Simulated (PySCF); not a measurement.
```xyz
17

B     2.8040    0.7734    0.4733
P     2.5740   -0.8300   -0.3855
Si    0.6252   -1.6470    0.3144
N    -0.6490   -0.4426    0.3205
C    -0.5111    0.9224    0.3014
C    -1.7371    1.5061    0.3652
C    -2.6891    0.4585    0.4272
C    -1.9942   -0.7093    0.3983
H     2.7625    0.7842    1.6435
H     3.1315    1.7269   -0.1182
H     2.2532   -0.4612   -1.6766
H     0.7924   -2.1500    1.6812
H     0.2027   -2.6851   -0.6267
H     0.4693    1.3619    0.2463
H    -1.9471    2.5575    0.3664
H    -3.7544    0.5696    0.4813
H    -2.3399   -1.7233    0.4276
```

Geometry: GFN2-xTB.

The calculation used PBE0/pcSseg-1, SCF density, gas phase, non-relativistic in PySCF.

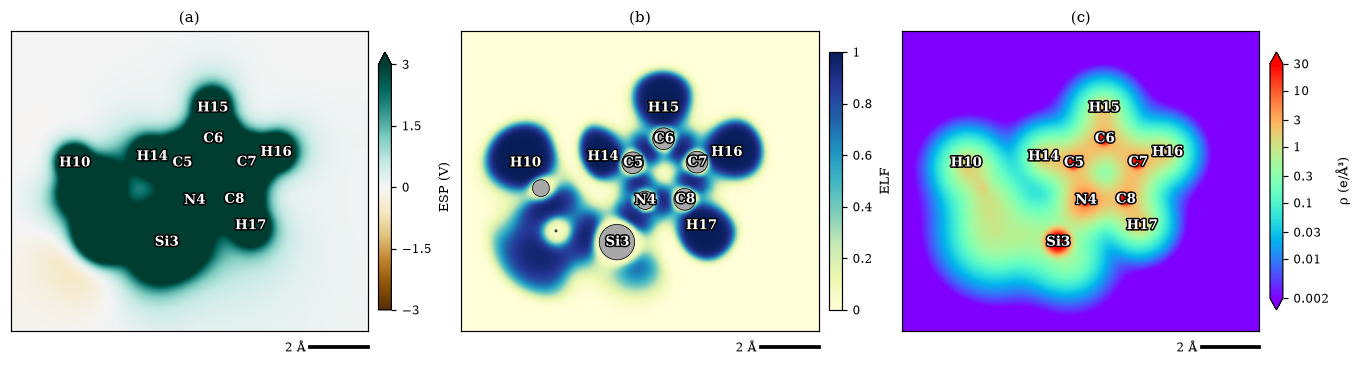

C₄H₉BNPSi (SMILES BP[SiH2]n1cccc1). (a) molecular electrostatic potential; (b) electron localisation function; (c) total electron density on the plane of atoms Si3, N4 and C8. Grey discs cover the atomic cores in the ELF map.

Q: Describe what can be read from this map.

A: The plane passes through Si, N, C and H nuclei. C–C (1.36 Å): ρ is about 2.2 e/Å³ halfway; the ELF peaks at about 0.95 between the atoms; a covalent bond. C–N (1.37 Å): ρ is about 2.2 e/Å³ halfway; the ELF peaks at about 0.90 between the atoms: a covalent bond. Si–N (1.75 Å): ρ at the midpoint is about 1 e/Å³; the ELF peaks at about 0.95 between the atoms (a shared but strongly polarised pair). C–H (1.07 Å): ρ is about 2.1 e/Å³ halfway; the ELF climbs to about 1 towards the hydrogen, as it does in any bond to H; an ordinary covalent bond to hydrogen. C–C (1.42 Å): ρ is about 2 e/Å³ halfway; the ELF peaks at about 0.95 between the atoms (localised, covalent bonding). The ELF also peaks beside P2, away from the bonds: lone-pair regions. Outside the dense part of the molecule the potential is most negative (−0.5 V) near P2, which lies off the plane.
